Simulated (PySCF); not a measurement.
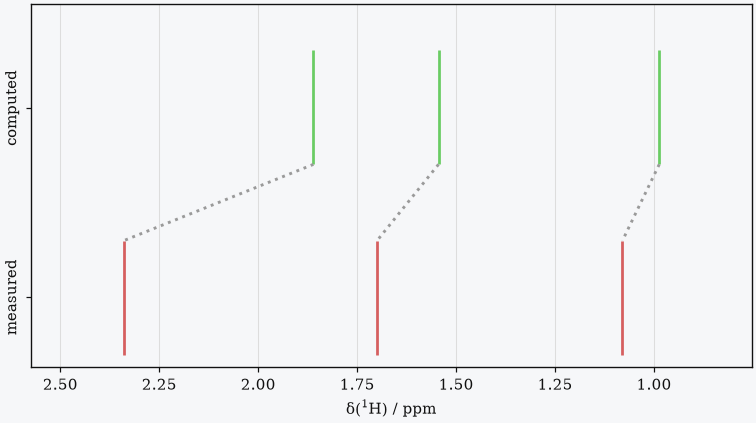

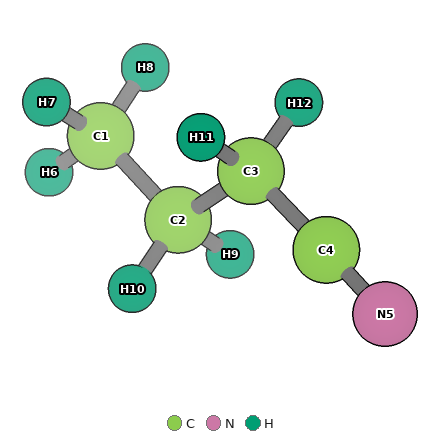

¹H shifts of C₄H₇N (butanenitrile), SMILES CCCC#N against TMS: GIAO PBE0/pcSseg-1 (PySCF 2.14.0) for one gas-phase conformer (PBE0-D3(BJ)/def2-SVP, like atoms averaged) above, published measurements (solution) below; dotted lines join the same nuclei. Only nuclei with a measured value are shown, one named for each set of like atoms.

Question: How well does the calculation match?

Answer: Mean error −0.24 ppm, mean absolute error 0.24 ppm; the largest is −0.48 ppm, for H on C3.

Question: Assign the lines.

Answer:
```
nucleus  computed  measured
H on C3      1.86      2.34
H on C2      1.54      1.70
H on C1      0.99      1.08
```
